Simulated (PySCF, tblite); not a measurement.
# C15H19BFO4−: electronic excitations, NMR shifts, part 2 of 2

tblite 0.8.0 and PySCF 2.14.0. Atoms count from 0.

### Step 5. NMR shifts: GIAO PBE0/pcSseg-1

The job: settings as JSON, then the geometry in Å.

```
{"job": {"kind": "nmr", "xc": "PBE0", "basis": "pcSseg-1", "pop": false}, "charge": -1, "multiplicity": 1}
C      0.604919     2.879221    -2.774113
C     -0.557741     2.949201    -2.153034
C     -1.072808     1.917122    -1.197586
O     -0.221364     0.824356    -1.099097
B     -0.520496    -0.133455    -0.028909
O     -1.791483    -0.852508    -0.228207
C     -1.921705    -1.525650    -1.443735
C     -3.367104    -1.777044    -1.745570
C     -3.924524    -1.665096    -2.937566
O     -0.560158     0.552255     1.265240
C     -0.776227    -0.256757     2.377995
C     -0.820939     0.573009     3.622718
C     -1.294686     0.171827     4.789143
O      0.582135    -1.187936    -0.069138
C      1.848223    -0.894901     0.139095
C      2.772734    -1.955619     0.159879
C      4.118299    -1.733937     0.370753
C      4.561421    -0.440669     0.563771
F      5.901619    -0.215232     0.768544
C      3.686774     0.629377     0.554050
C      2.342183     0.402981     0.347680
H      0.946929     3.646481    -3.451621
H      1.248283     2.032950    -2.608280
H     -1.226368     3.791183    -2.301995
H     -2.081506     1.598565    -1.526411
H     -1.209259     2.387917    -0.208024
H     -1.401346    -2.502122    -1.384516
H     -1.447344    -0.958267    -2.257609
H     -3.958205    -2.061410    -0.884871
H     -4.969909    -1.872796    -3.107359
H     -3.354491    -1.364711    -3.802791
H      0.043049    -0.995476     2.475739
H     -1.706935    -0.832107     2.259637
H     -0.416663     1.568730     3.499925
H     -1.288519     0.807278     5.660559
H     -1.704670    -0.816760     4.925278
H      2.404502    -2.958885     0.003593
H      4.824001    -2.552247     0.386012
H      4.063925     1.630387     0.706915
H      1.635457     1.214563     0.332997
```

Method: GIAO PBE0/pcSseg-1 NMR shielding, non-relativistic, gas phase.

The log of the run:

```text
start: PBE on a coarse grid of 32808 points
cycle   1  E = -1006.7056698121  dE =  2.856e+00  |g| = 1.545e+00  |ddm| = 6.050e+00
cycle   2  E = -1003.1292099721  dE =  3.576e+00  |g| = 4.237e+00  |ddm| = 8.845e+00
cycle   3  E = -1006.9920270781  dE = -3.863e+00  |g| = 8.966e-01  |ddm| = 8.236e+00
cycle   4  E = -1007.1816256657  dE = -1.896e-01  |g| = 3.485e-01  |ddm| = 1.424e+00
cycle   5  E = -1007.1949357708  dE = -1.331e-02  |g| = 2.734e-01  |ddm| = 5.445e-01
cycle   6  E = -1007.2128987131  dE = -1.796e-02  |g| = 3.957e-02  |ddm| = 2.853e-01
cycle   7  E = -1007.2132781196  dE = -3.794e-04  |g| = 1.877e-02  |ddm| = 5.828e-02
cycle   8  E = -1007.2133530785  dE = -7.496e-05  |g| = 5.050e-03  |ddm| = 2.110e-02
final grid: 302990 points
cycle   9  E = -1007.4925226603  dE = -1.337e-02  |g| = 9.096e-02  |ddm| = 5.521e-01
cycle  10  E = -1007.4905754197  dE =  1.947e-03  |g| = 1.379e-01  |ddm| = 2.032e-01
cycle  11  E = -1007.4942026935  dE = -3.627e-03  |g| = 1.426e-02  |ddm| = 1.304e-01
cycle  12  E = -1007.4942388503  dE = -3.616e-05  |g| = 6.381e-03  |ddm| = 2.015e-02
cycle  13  E = -1007.4942503951  dE = -1.154e-05  |g| = 1.791e-03  |ddm| = 7.663e-03
cycle  14  E = -1007.4942489437  dE =  1.451e-06  |g| = 4.181e-04  |ddm| = 2.175e-03
cycle  15  E = -1007.4942506475  dE = -1.704e-06  |g| = 1.554e-04  |ddm| = 4.281e-04
cycle  16  E = -1007.4942514541  dE = -8.066e-07  |g| = 4.785e-05  |ddm| = 1.911e-04
converged SCF energy = -1007.4942514541

GIAO shielding tensors (ppm)
atom      isotropic    diamagn.    paramagn.     s11        s22        s33       span
  0 C       72.887     255.274    -182.387    -40.850     82.834    176.675    217.525
  1 C       35.255     260.423    -225.168    -89.942     48.030    147.677    237.619
  2 C      120.746     245.494    -124.747    102.766    108.972    150.501     47.735
  3 O      290.557     408.467    -117.910    264.131    287.036    320.505     56.374
  4 B      100.260     196.013     -95.753     93.909    101.672    105.199     11.290
  5 O      280.937     402.689    -121.753    246.823    256.408    339.579     92.755
  6 C      117.385     244.541    -127.155     96.262    107.726    148.167     51.905
  7 C       27.842     256.590    -228.747    -95.653     31.964    147.216    242.869
  8 C       76.460     252.554    -176.094    -31.785     98.745    162.420    194.205
  9 O      284.680     405.992    -121.313    241.778    266.842    345.419    103.640
 10 C      120.034     244.742    -124.708     98.354    108.000    153.747     55.393
 11 C       24.681     255.679    -230.997    -96.573     32.224    138.392    234.965
 12 C       78.583     252.228    -173.645    -33.234    102.109    166.874    200.108
 13 O      163.180     408.633    -245.453     85.909    129.254    274.378    188.469
 14 C       20.431     247.807    -227.376    -62.814     -0.260    124.366    187.180
 15 C       64.569     256.139    -191.570    -19.635     57.675    155.668    175.303
 16 C       70.081     257.543    -187.462    -15.677     62.971    162.949    178.626
 17 C       25.249     264.431    -239.182    -45.259     42.284     78.723    123.982
 18 F      318.540     481.678    -163.139    260.303    345.967    349.349     89.045
 19 C       69.422     255.055    -185.633    -16.733     61.179    163.821    180.554
 20 C       60.903     260.409    -199.506    -20.323     31.868    171.165    191.488
 21 H       26.666      27.636      -0.970     24.227     26.149     29.622      5.396
 22 H       25.793      36.383     -10.589     22.426     24.891     30.063      7.637
 23 H       25.493      30.147      -4.654     24.348     24.743     27.388      3.039
 24 H       27.463      34.133      -6.670     21.396     28.161     32.833     11.437
 25 H       26.942      35.094      -8.153     21.463     27.700     31.661     10.199
 26 H       27.050      33.740      -6.690     21.467     27.692     31.991     10.524
 27 H       27.165      36.726      -9.561     22.529     26.469     32.497      9.969
 28 H       25.048      32.224      -7.176     21.328     24.768     29.049      7.721
 29 H       26.977      26.292       0.685     23.909     25.860     31.163      7.254
 30 H       26.719      32.895      -6.176     23.688     25.800     30.669      6.980
 31 H       27.336      35.131      -7.796     21.487     28.417     32.103     10.615
 32 H       26.942      34.975      -8.032     20.862     27.321     32.644     11.782
 33 H       25.099      33.888      -8.789     20.864     24.393     30.039      9.175
 34 H       26.971      27.452      -0.481     23.709     25.784     31.420      7.711
 35 H       26.916      31.866      -4.951     23.806     25.478     31.463      7.658
 36 H       24.994      35.515     -10.521     21.036     24.599     29.348      8.312
 37 H       24.946      28.144      -3.198     21.481     25.943     27.413      5.932
 38 H       24.912      30.961      -6.049     21.418     24.903     28.415      6.997
 39 H       23.521      40.873     -17.352     18.409     21.330     30.825     12.416
```

It took 81 s on 2 threads of Arm Neoverse N1, shared host; peak memory 1.4 GiB.

Shifts follow as δ = σ(reference) − σ, with reference shieldings (ppm) from runs at the same level and on the same kind of geometry: 1H TMS 31.71, 13C TMS 186.9, 19F CFCl3 171.0, 17O H2O 336.1, 11B BF3·OEt2 100.1. The references are single molecules in the gas phase, so shifts against H2O, NH3, PH3, H3PO4 or CFCl3 are not on the usual liquid scales and can be off by tens of ppm. Atoms listed in one row are averaged.

| atoms | environment | σ (ppm) | δ (ppm) |
| --- | --- | --- | --- |
| C14 | aromatic carbon bearing oxygen | 20.4 | 166.5 |
| C17 | aromatic carbon bearing fluorine | 25.2 | 161.7 |
| C1, C7, C11 | alkene CH | 29.3 | 157.7 |
| C15, C20 | aromatic CH | 62.7 | 124.2 |
| C16, C19 | aromatic CH | 69.8 | 117.2 |
| C0, C8, C12 | terminal =CH2 carbon | 76.0 | 110.9 |
| C2, C6, C10 | allylic sp3 CH2 bonded to O | 119.4 | 67.5 |
| H36, H39 | hydrogen on an aromatic CH | 24.26 | 7.46 |
| H37, H38 | hydrogen on an aromatic CH | 24.93 | 6.79 |
| H23, H28, H33 | hydrogen on an alkene CH | 25.21 | 6.50 |
| H22, H30, H35 | hydrogen on a terminal =CH2 carbon | 26.48 | 5.24 |
| H21, H29, H34 | hydrogen on a terminal =CH2 carbon | 26.87 | 4.84 |
| H24, H25, H26, H27, H31, H32 | hydrogen on an allylic sp3 CH2 bonded to O | 27.15 | 4.56 |
| O13 | oxygen bonded to C, B | 163.2 | 172.9 |
| O3, O5, O9 | oxygen bonded to C, B | 285.4 | 50.7 |
| B4 | boron bonded to 4 O | 100.3 | -0.2 |
| F18 | aryl fluorine | 318.5 | -147.6 |

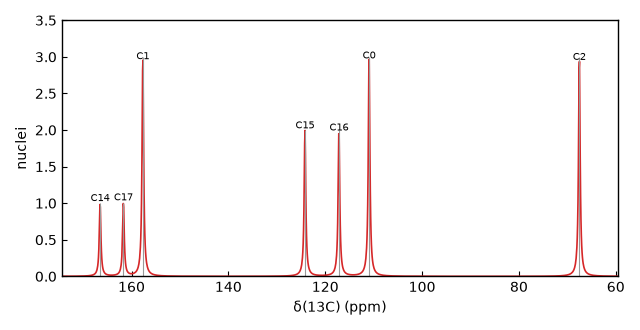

13C lines at the computed shifts, without couplings. Lines are broadened to a width of 0.40 ppm (Lorentzian).

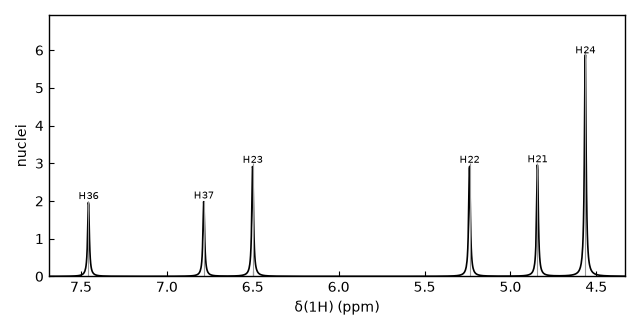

1H lines at the computed shifts, without couplings. Lines are broadened to a width of 0.01 ppm (Lorentzian).

Ring of atoms C14, C15, C16, C17, C19, C20: NICS(0) -10.2, NICS(1) -10.5, NICS(1)zz -24.4 ppm (means of both faces).

### Step 6. What came out

What follows sums up all 2 parts.

```
                                                               quantity                                               value
                              strongest single infrared mode (GFN2-xTB)                                772 cm⁻¹, 611 km/mol
                                           zero-point energy (GFN2-xTB)                                      190.9 kcal/mol
                                          lowest singlet (B3LYP/6-31G*)                         4.91 eV (253 nm), f = 0.021
                               brightest single state of those computed                         state 2, 4.93 eV, f = 0.057
                                                         lowest triplet                                             3.68 eV
13C shifts against TMS (PBE0/pcSseg-1, means over atoms taken as alike)  166.5, 161.7, 157.7, 124.2, 117.2, 110.9, 67.5 ppm
 1H shifts against TMS (PBE0/pcSseg-1, means over atoms taken as alike)              7.46, 6.79, 6.50, 5.24, 4.84, 4.56 ppm
17O shifts against H2O (PBE0/pcSseg-1, means over atoms taken as alike)                                     172.9, 50.7 ppm
                            11B shifts against BF3·OEt2 (PBE0/pcSseg-1)                                            -0.2 ppm
                               19F shifts against CFCl3 (PBE0/pcSseg-1)                                          -147.6 ppm
```

What this shows: The lowest mode is slightly imaginary (7i cm⁻¹), a soft motion within the noise of the Hessian, so the minimum is not strictly shown. The strongest single mode, at 772 cm⁻¹, moves mainly B4. Unscaled tight-binding wavenumbers are off by several per cent, some by more. Its intensities can rank the bands wrongly. The first singlet state (HOMO→LUMO+1 0.72, HOMO→LUMO 0.19) lies at 4.91 eV and is weak; of the 6 states computed, the strongest absorption comes from states 1 to 2 together at 4.93 eV. The lowest triplet lies 1.23 eV below the lowest singlet. The lowest singlet lies above −ε(HOMO); no detachment energy was computed, so the anion's states may not be bound. At PBE0/pcSseg-1: The largest span, 238 ppm, is at C1, C7, C11, where the paramagnetic term is -228 ppm. NICS(1)zz of -24 ppm above the planar ring from C14 marks a diatropic (aromatic) ring current.
